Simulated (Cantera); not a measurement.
Input: 1 mol HMDSO, a varied amount of CO2, at 1325 K and 12.0 mbar.

Equilibrium computed with Cantera from the NASA thermochemical tables; the gas is ideal and each condensed phase is pure. Candidate condensed phases: C, C6H6, C7H8, C8H18, H2O, Si, SiC, SiO2; 123 gas species. The feed counts by its element totals alone. Mutual solubility and eutectic melting of coexisting phases are not modelled. The tables hold silica as quartz up to 1696 K and as liquid above; real silica turns to tridymite and cristobalite and melts near 1996 K. Rates play no part.

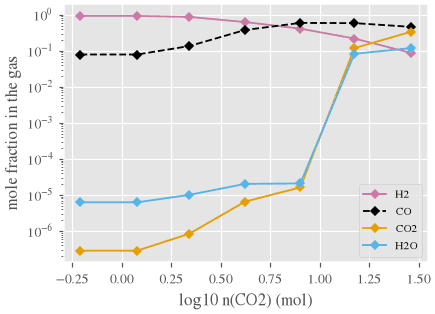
*Equilibrium gas composition (values under 1e-9 drawn at 1e-9)*

Question: Read off the mole fractions at 8 mol CO2.

Answer: CO about 0.59, H2 about 0.41, H2O about 2.1e-5, CO2 about 1.6e-5.
